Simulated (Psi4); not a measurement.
**Si2H4ClF (SMILES F[SiH]([SiH3])Cl) at OMP2/def2-SVP (density fitting for correlation)**

Aim: the vertical singlet–triplet gap of Si2H4ClF at OMP2/def2-SVP (density fitting for correlation), from 2 runs. 

The calculation is run with Psi4 1.11.

1 further run of the same task is left out (set aside as unsound or not needed). Runs told in other sessions of the task aren't counted.

### Step 1. The molecule

Si2H4ClF has 8 atoms, charge 0, and is taken as a singlet. SMILES: `F[SiH]([SiH3])Cl`. The shape is that of a PBE0-D4/def2-TZVP optimisation.

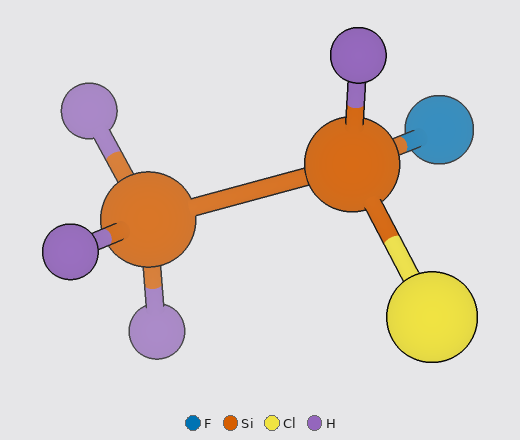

The structure, seen from a chosen angle (fluorine blue, silicon orange, chlorine yellow, hydrogen purple).

### Step 2. A single-point energy at OMP2/def2-SVP (density fitting for correlation)

The input, clfh4si2.xyz:

```xyz
8
ClFH4Si2
F     -1.329000     1.796800     0.161200
Si    -0.382900     0.812800    -0.667700
Si     0.539000    -0.793000     0.761300
Cl    -1.534100    -0.130100    -2.075900
H      0.596600     1.655400    -1.392300
H      1.355700    -0.131100     1.812300
H      1.403500    -1.693800    -0.044400
H     -0.556600    -1.574100     1.389600
```

The input, run_ase.py:

```python
import numpy as np
from ase.calculators.psi4 import Psi4
from ase.io import read

mol = read('clfh4si2.xyz')
calc = Psi4(atoms=mol, method='omp2', basis='def2-SVP', memory='2200MB', num_threads=1, charge=0, multiplicity=1, label='psi4-calc')
calc.psi4.set_options({'puream': True, 'e_convergence': 1e-09, 'd_convergence': 1e-08, 'scf_type': 'pk', 'num_frozen_docc': 16})
mol.calc = calc

print(f'energy: {mol.get_potential_energy():.6f} eV')
```

Run with:

```
$ python run_ase.py
```

psi4-calc.dat:

```text
[...]
  Running in c1 symmetry.
[...]
  Nuclear repulsion =  276.204993495700592
[...]
  Multiplicity = 1
[...]
  Nalpha       = 29
  Nbeta        = 29
[...]
    Number of basis functions: 88
[...]
   @RHF iter   1: -1138.76263482755098   -6.53088e-01   3.66532e-03 ADIIS/DIIS
[...]
   @RHF iter  11: -1138.82592593831214   -2.04636e-12   2.80128e-09 DIIS
[...]
    Orbital Energies [Eh]
    ---------------------
    Doubly Occupied:
       1A   -104.795907     2A    -68.842720     3A    -68.766454
       4A    -26.290819     5A    -10.560782     6A     -8.035246
       7A     -8.032748     8A     -8.032661     9A     -6.207625
      10A     -6.141857    11A     -4.319284    12A     -4.317885
      13A     -4.316378    14A     -4.251810    15A     -4.251589
      16A     -4.251565    17A     -1.574618    18A     -1.106308
      19A     -0.787248    20A     -0.733617    21A     -0.683075
      22A     -0.678616    23A     -0.627555    24A     -0.533012
      25A     -0.506111    26A     -0.500536    27A     -0.492574
      28A     -0.476192    29A     -0.415502
[...]
  @RHF Final Energy: -1138.82592593831214
   => Energetics <=
    Nuclear Repulsion Energy =            276.2049934957005917
    One-Electron Energy =               -2129.0012432574890227
    Two-Electron Energy =                 713.9703238234762921
    Total Energy =                      -1138.8259259383121389
[...]
 Multipole Moments:
 ------------------------------------------------------------------------------------
     Multipole            Electronic (a.u.)      Nuclear  (a.u.)        Total (a.u.)
 ------------------------------------------------------------------------------------
 L = 1.  Multiply by 2.5417464519 to convert [e a0] to [Debye]
 Dipole X            :         -5.8131471            6.5030866            0.6899396
 Dipole Y            :          3.4734419           -3.6919599           -0.2185181
 Dipole Z            :         -4.3338650            4.5109509            0.1770859
 Magnitude           :                                                    0.7450679
[...]
	Warning: cc_lambda option is changed to TRUE
	For this residual convergence, default PCG convergence is:     1.00e-07
[...]
	DF-MP2 Total Energy (a.u.)         : -1139.33798863787047
[...]
	DF-MP2 Total Energy (a.u.)         : -1139.34364324281637
[...]
	DF-OMP2 Total Energy (a.u.)        : -1139.34364324281432
[...]
```

The script printed:

```text
energy: -31003.119691 eV
```

Wall time 17 s (1 thread of Intel Xeon 6975P-C (Granite Rapids), shared host); peak memory 0.31 GiB.

### Step 3. The triplet

The input, calc.in:

```
memory 2.2 GB

molecule {
  0 3
  F
  Si 1 r2
  Si 2 r3 1 a3
  Cl 2 r4 1 a4 3 d4
  H 2 r5 1 a5 4 d5
  H 3 r6 2 a6 5 d6
  H 3 r7 6 a7 2 d7
  H 3 r8 7 a8 6 d8

  r2 = 1.597009
  r3 = 2.338917
  a3 = 109.84143
  r4 = 2.048743
  a4 = 107.90538
  d4 = 118.69745
  r5 = 1.481364
  a5 = 107.16542
  d5 = 115.25127
  r6 = 1.48651
  a6 = 110.04862
  d6 = 60.51712
  r7 = 1.485918
  a7 = 109.49091
  d7 = 118.94799
  r8 = 1.484997
  a8 = 109.86345
  d8 = -120.78484
  symmetry c1
}

set {
  basis           def2-SVP
  reference       uhf
  puream          true
  e_convergence   1e-09
  d_convergence   1e-08
  scf_type        pk
  num_frozen_docc 16
  maxiter         100
}

energy('omp2')
```

Run with:

```
$ psi4 -n 1 calc.in calc.out
```

calc.out (excerpt; [...] marks lines left out):

```text
[...]
  Running in c1 symmetry.
[...]
  Nuclear repulsion =  276.205007975805472
[...]
  Multiplicity = 3
[...]
  Nalpha       = 30
  Nbeta        = 28
[...]
    Number of basis functions: 88
[...]
   @UHF iter   1: -1138.49567581038423   -3.86128e-01   3.84509e-03 DIIS/ADIIS
[...]
   @UHF iter  24: -1138.58795008332868   -1.11413e-11   7.10883e-09 DIIS
[...]
   @S^2 Observed:                2.009121838E+00
[...]
  @UHF Final Energy: -1138.58795008332868
   => Energetics <=
    Nuclear Repulsion Energy =            276.2050079758054721
    One-Electron Energy =               -2127.8112973139786845
    Two-Electron Energy =                 713.0183392548445909
    Total Energy =                      -1138.5879500833284510
  UHF NO Occupations:
  HONO-2 :   28  A 1.9979779
  HONO-1 :   29  A 1.0000000
  HONO-0 :   30  A 1.0000000
  LUNO+0 :   31  A 0.0020221
  LUNO+1 :   32  A 0.0011532
[...]
 Multipole Moments:
 ------------------------------------------------------------------------------------
     Multipole            Electronic (a.u.)      Nuclear  (a.u.)        Total (a.u.)
 ------------------------------------------------------------------------------------
 L = 1.  Multiply by 2.5417464519 to convert [e a0] to [Debye]
 Dipole X            :          3.2447288           -3.6284265           -0.3836977
 Dipole Y            :          6.4063491           -6.9835394           -0.5771903
 Dipole Z            :         -3.2186164            3.7860362            0.5674199
 Magnitude           :                                                    0.8957332
[...]
	Warning: cc_lambda option is changed to TRUE
	For this residual convergence, default PCG convergence is:     1.00e-07
[...]
	DF-SCS-MP2 Total Energy (a.u.)     : -1139.09090493311760
	DF-SOS-MP2 Total Energy (a.u.)     : -1139.08787759220399
[...]
	DF-SCS-OMP2 Total Energy (a.u.)    : -1139.09869582100441
	DF-SOS-OMP2 Total Energy (a.u.)    : -1139.05491578206147
	DF-SCS(N)-OMP2 Total Energy (a.u.) : -1138.80768285414911
[...]
	DF-OMP2 Total Energy (a.u.)        : -1139.10652397670742
[...]
```

Wall time 58 s (1 thread of Intel Xeon 6975P-C (Granite Rapids), shared host); peak memory 0.31 GiB.

### Step 4. Outcome

At OMP2/def2-SVP (density fitting for correlation), 16 core orbitals frozen:

| quantity | value |
| --- | --- |
| singlet: total energy | -1139.34364 Eh |
| singlet: HOMO energy (Hartree–Fock orbitals) | -11.31 eV |
| singlet: LUMO energy (Hartree–Fock orbitals) | 3.11 eV |
| singlet: HOMO–LUMO gap (Hartree–Fock orbitals) | 14.42 eV |
| singlet: correlation energy (16 core orbitals frozen) | -517.7 mEh |
| triplet: total energy | -1139.10652 Eh |
| triplet: HOMO energy (Hartree–Fock orbitals) (highest over α and β) | -4.68 eV |
| triplet: LUMO energy (Hartree–Fock orbitals) (lowest over α and β) | -2.73 eV |
| triplet: correlation energy (16 core orbitals frozen) | -518.6 mEh |
| triplet: ⟨S²⟩ of the reference determinant | 2.009 |
| vertical energy of the triplet above the singlet | 6.452 eV |

**Reading.** At this shape the triplet lies 6.45 eV (623 kJ/mol) above the singlet.
